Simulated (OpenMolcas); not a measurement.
# Zr²⁺ among point charges: CASSCF levels and susceptibility

Aim: the splitting of the states of Zr²⁺ in the field of 6 point charges, its lowest levels with spin-orbit coupling and its magnetic susceptibility.

The numbers are computed with OpenMolcas 26.06 (state-averaged CASSCF, spin-orbit coupling by RASSI with atomic mean-field integrals), except any that are marked as measured or tabulated.

1 further run of the same task is left out (it didn't finish).

## Step 1: What is computed

```
Species                           : Zr²⁺ (zirconium, Z = 40, 38 electrons)
Basis                             : ANO-RCC-VDZP [6s5p3d1f], 43 functions
Scalar Hamiltonian                : DKH2, point nucleus
Inactive shells                   : 1s 2s 2p 3s 3p 3d 4s 4p
Active space                      : 2 electrons in 5 orbitals (4d)
Some configurations of this space : 4d²
Orbitals                          : optimised for each spin and parity, averaged over all roots
```

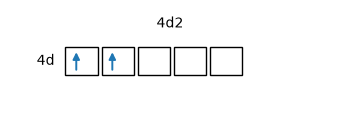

Occupation of the outer shells (arrows by Hund's rule).

The ion sits among 6 point charges of -0.8 e arranged as a trigonal prism (D3h), 1.97 Å from the ion, with a polar angle of 42.2° against the regular 49.1°. The active orbitals were held to one l.

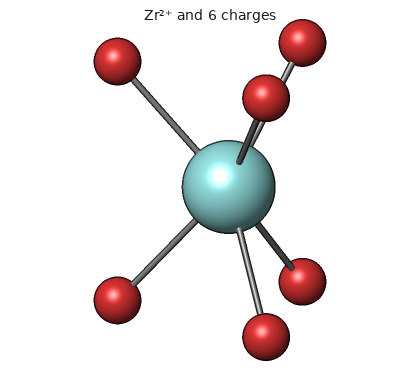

The ion and the point charges (red).

The work runs as a chain of OpenMolcas steps in one folder; each step below is one input file. Labels, J, g values, rates, χT and fits are worked out afterwards by a script from the matrices that RASSI stores.

## Step 2: Basis and integrals

File a.inp:

```
&GATEWAY
Coord
1

Zr 0.0 0.0 0.0
Basis=ANO-RCC-VDZP
Group=NoSym
NoMove
AngMom=0.0 0.0 0.0
AMFI
XField
6 Angstrom 0
1.323952 0.000000 1.458784 -0.800000
-0.661976 1.146576 1.458784 -0.800000
-0.661976 -1.146576 1.458784 -0.800000
1.323952 0.000000 -1.458784 -0.800000
-0.661976 1.146576 -1.458784 -0.800000
-0.661976 -1.146576 -1.458784 -0.800000
&SEWARD
```

The run is started by

```console
> OMP_NUM_THREADS=1 MOLCAS_MEM=1689 MOLCAS_PROJECT=a pymolcas a.inp > a.log
```

## Step 3: CASSCF: triplets, 10 roots

File a.inp:

```
&RASSCF
FileOrb=start.orb
Symmetry=1
Spin=3
nActEl=2 0 0
Inactive=18
Ras2=5
CIRoot=10 10 1
SDav=10
CIMx=300
Iter=120 100
PrWF=0.3
OrbListing=Nothing
MaxOrb=0
SupSym
1
15 10 11 12 13 14 19 20 21 22 23 32 33 34 35 36
>>> COPY $Project.JobIph JOB001
```

start.orb holds the contracted functions of the basis, ordered by shell, or the orbitals of the step before.

## Step 4: CASSCF: singlets, 15 roots

File a.inp:

```
&RASSCF
FileOrb=start.orb
Symmetry=1
Spin=1
nActEl=2 0 0
Inactive=18
Ras2=5
CIRoot=15 15 1
SDav=15
CIMx=300
Iter=120 100
PrWF=0.3
OrbListing=Nothing
MaxOrb=0
SupSym
1
15 10 11 12 13 14 19 20 21 22 23 32 33 34 35 36
>>> COPY $Project.JobIph JOB002
```

## Step 5: State interaction with spin-orbit coupling

File a.inp:

```
&RASSI
NrOfJobIphs=2 10 15
1 2 3 4 5 6 7 8 9 10
1 2 3 4 5 6 7 8 9 10 11 12 13 14 15
IphNames
JOB001
JOB002
EJob
SpinOrbit
DIPRint=1.0
SOCoupling=1000.0
Subsets=2
Property=9
'ANGMOM' 1 'ANGMOM' 2 'ANGMOM' 3 'MLTPL  1' 1 'MLTPL  1' 2 'MLTPL  1' 3
'AMFI' 1 'AMFI' 2 'AMFI' 3
SOProperty=3
'ANGMOM' 1 'ANGMOM' 2 'ANGMOM' 3
```

Q: Predict the outcome of this session. Wanted: spin-free ground state; first state of the same spin within the active space; lowest level; next level.

As calculated:

| quantity | value |
| --- | --- |
| method | CASSCF |
| spin-free ground state | 3A2, 1-fold in its orbital part |
| first state of the same spin within the active space | 3E at 6460 cm⁻¹ |
| lowest level | 1-fold A1 |
| next level | 68.8 cm⁻¹ |
| χT at 300 K | 0.96 cm³ K/mol |
| effective moment at 300 K | 2.77 μB |

The spin-free ground state (3A2) comes to 70 % from free-ion P terms and keeps the highest spin of the shell. χT at 300 K is 0.96, against 1.00 cm³ K/mol for the spin alone; near agreement at one temperature doesn't show that the orbital moment is quenched. The field of point charges can differ much from that of real complexes. This is an electrostatic model: the charges have no orbitals.
